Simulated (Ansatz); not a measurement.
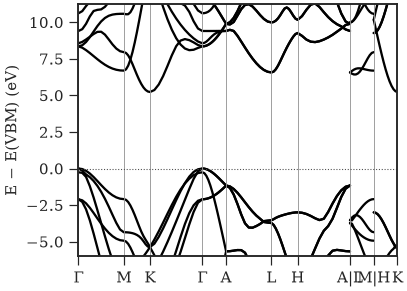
*Band structure from plane-wave PAW PBE (Ansatz code)*

Question: Read off the gap and where the band edges lie.

Answer: About 5.2 eV (5.23 eV by a search for the band edges); maximum at Γ, minimum at K.

The material is BN (wurtzite, P6_3mc).

The PBE relaxation kept the symmetry of its start.

Potentials: the later of the program's two PAW sets.
